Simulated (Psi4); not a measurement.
**SiH3F (SMILES F[SiH3]): TPSSh/def2-TZVPP**

What is the vertical singlet–triplet gap of SiH3F at TPSSh/def2-TZVPP? 

The results are computed with Psi4 1.11.

1 further run of the same task is left out (set aside as unsound or not needed).

## (1) The molecule

SiH3F: 5 atoms, total charge 0, spin state singlet. SMILES: `F[SiH3]`. Geometry: relaxed at PBE0-D4/def2-TZVP.

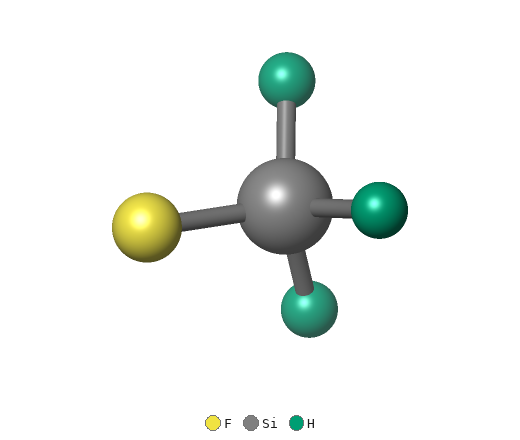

Viewed from a chosen angle; fluorine yellow, silicon grey, hydrogen teal.

## (2) The energy at TPSSh/def2-TZVPP

Input file fh3si.inp:

```
memory 1.6 GB

molecule m {
  0 1
  F     -1.274600     0.162800     0.858000
  Si     0.043300    -0.019300    -0.030700
  H     -0.367800    -0.192600    -1.443700
  H      0.768600    -1.217900     0.451600
  H      0.880500     1.193400     0.123400
  symmetry c1
  no_reorient
  no_com
}

set globals {
  basis def2-TZVPP
  puream true
  e_convergence 1e-09
  d_convergence 1e-08
  scf_type pk
  dft_radial_points 99
  dft_spherical_points 590
}

E, wfn = energy("tpssh", return_wfn=True)
oeprop(wfn, "MULLIKEN_CHARGES", "DIPOLE", "LOWDIN_CHARGES", title="TPSSH")
print_variables()
```

Started as:

```
$ psi4 fh3si.inp fh3si.out -n 1
```

fh3si.out:

```text
[...]
  Running in c1 symmetry.
[...]
  Nuclear repulsion =   63.042807224251995
[...]
  Multiplicity = 1
[...]
  Nalpha       = 13
  Nbeta        = 13
[...]
    Number of basis functions: 115
[...]
   @RKS iter   1:  -391.19858904576932   -3.75599e-01   4.05529e-03 DIIS/ADIIS
[...]
   @RKS iter   9:  -391.26237166785768   -1.01181e-11   7.52633e-09 DIIS
[...]
    Orbital Energies [Eh]
    ---------------------
    Doubly Occupied:
       1A    -66.017646     2A    -24.593121     3A     -5.246215
       4A     -3.595559     5A     -3.592034     6A     -3.592034
       7A     -1.163712     8A     -0.545497     9A     -0.437770
      10A     -0.426659    11A     -0.426656    12A     -0.335579
      13A     -0.335566
[...]
  @RKS Final Energy:  -391.26237166785768
   => Energetics <=
    Nuclear Repulsion Energy =             63.0428072242519946
    One-Electron Energy =                -667.9301238484306396
    Two-Electron Energy =                 243.0509477278849033
    DFT Exchange-Correlation Energy =     -29.4260027715639012
    Empirical Dispersion Energy =           0.0000000000000000
    VV10 Nonlocal Energy =                  0.0000000000000000
    Total Energy =                       -391.2623716678576216
[...]
 Multipole Moments:
 ------------------------------------------------------------------------------------
     Multipole            Electronic (a.u.)      Nuclear  (a.u.)        Total (a.u.)
 ------------------------------------------------------------------------------------
 L = 1.  Multiply by 2.5417464519 to convert [e a0] to [Debye]
 Dipole X            :         18.5039241          -18.1109462            0.3929778
 Dipole Y            :         -1.9022095            1.8479632           -0.0542463
 Dipole Z            :        -12.4035571           12.1386558           -0.2649014
 Magnitude           :                                                    0.4770188
[...]
  Mulliken Charges: (a.u.)
   Center  Symbol    Alpha    Beta     Spin     Total
       1     F     4.65691  4.65691  0.00000 -0.31382
       2    SI     6.69643  6.69643  0.00000  0.60714
       3     H     0.54889  0.54889  0.00000 -0.09778
       4     H     0.54888  0.54888  0.00000 -0.09777
       5     H     0.54888  0.54888  0.00000 -0.09777
   Total alpha = 13.00000, Total beta = 13.00000, Total charge =  0.00000
  Lowdin Charges: (a.u.)
   Center  Symbol    Alpha    Beta     Spin     Total
       1     F     4.49196  4.49196  0.00000  0.01608
[...]
```

It took 23 s on 1 thread of Intel Xeon 6975P-C (Granite Rapids), shared host; peak memory 0.68 GiB.

## (3) The triplet: energy and gradient at UTPSSh/def2-TZVPP

Input file fh3si.inp:

```
memory 1.6 GB

molecule {
  0 3
  F
  Si 1 R2
  H 2 R3 1 A3
  H 2 R4 3 A4 1 D4
  H 2 R5 4 A5 3 D5

  R2 = 1.59994
  R3 = 1.481757
  A3 = 108.32834
  R4 = 1.48166
  A4 = 110.58575
  D4 = 118.57536
  R5 = 1.481652
  A5 = 110.58883
  D5 = -122.84593
  symmetry c1
  no_reorient
  no_com
}

set globals {
  basis                def2-TZVPP
  reference            uks
  puream               true
  e_convergence        1e-09
  d_convergence        1e-08
  scf_type             pk
  dft_radial_points    99
  dft_spherical_points 590
  maxiter              100
}

E, wfn = gradient('tpssh', return_wfn=True)
oeprop(wfn, 'LOWDIN_CHARGES', 'WIBERG_LOWDIN_INDICES', 'QUADRUPOLE')
```

Started as:

```
$ psi4 -i fh3si.inp -o fh3si.out -n 1
```

fh3si.out, shortened:

```text
[...]
  Running in c1 symmetry.
[...]
  Nuclear repulsion =   63.042811053705492
[...]
  Multiplicity = 3
[...]
  Nalpha       = 14
  Nbeta        = 12
[...]
    Number of basis functions: 115
[...]
   @UKS iter   1:  -390.91105284328455   -8.80629e-02   4.04318e-03 DIIS/ADIIS
[...]
   @UKS iter  18:  -390.98781642883830   -3.92220e-12   3.28886e-09 DIIS
[...]
   @S^2 Observed:                2.005860863E+00
[...]
  @UKS Final Energy:  -390.98781642883830
   => Energetics <=
    Nuclear Repulsion Energy =             63.0428110537054920
    One-Electron Energy =                -667.0149610594547767
    Two-Electron Energy =                 242.3043348635810901
    DFT Exchange-Correlation Energy =     -29.3200012866700845
    Empirical Dispersion Energy =           0.0000000000000000
    VV10 Nonlocal Energy =                  0.0000000000000000
    Total Energy =                       -390.9878164288383573
[...]
  -Total Gradient:
     Atom            X                  Y                   Z
    ------   -----------------  -----------------  -----------------
       1        0.000005599134     0.004989479927     0.023964860371
       2       -0.000041829381    -0.056225646601    -0.026163888502
       3        0.000011391878     0.031704684385    -0.006797004702
       4        0.014045568958     0.009765250734     0.004497494836
       5       -0.014020939908     0.009765729399     0.004504251336
[...]
 Multipole Moments:
 ------------------------------------------------------------------------------------
     Multipole            Electronic (a.u.)      Nuclear  (a.u.)        Total (a.u.)
 ------------------------------------------------------------------------------------
 L = 1.  Multiply by 2.5417464519 to convert [e a0] to [Debye]
 Dipole X            :         -0.0002275           -0.0000732           -0.0003007
 Dipole Y            :         -0.3709445           -0.0001373           -0.3710818
 Dipole Z            :         -3.6679481            3.9160632            0.2481151
 Magnitude           :                                                    0.4463887
 L = 2.  Multiply by 1.3450342976 to convert [e a0^2] to [Debye ang]
 Quadrupole XX       :        -26.0089721           10.5964329          -15.4125392
 Quadrupole XY       :         -0.0010468            0.0002520           -0.0007949
[...]
```

Wall time 66 s (1 thread of Intel Xeon 6975P-C (Granite Rapids), shared host); peak memory 0.69 GiB.

## (4) Outcome

Level: TPSSh/def2-TZVPP.

| quantity | value |
| --- | --- |
| singlet: total energy | -391.26237 Eh |
| singlet: dipole moment | 1.21 D |
| singlet: HOMO energy | -9.13 eV |
| singlet: LUMO energy | -0.44 eV |
| singlet: HOMO–LUMO gap | 8.69 eV |
| triplet: total energy | -390.98782 Eh |
| triplet: dipole moment | 1.13 D |
| triplet: HOMO energy (highest over α and β) | -2.28 eV |
| triplet: ⟨S²⟩ | 2.006 |
| triplet: largest force on an atom | 3.189 eV/Å |
| vertical energy of the triplet above the singlet | 7.471 eV |

In words: At this shape the triplet lies 7.47 eV (721 kJ/mol) above the singlet. Mulliken charges (singlet) run from -0.31 on F1 to +0.61 on Si2.
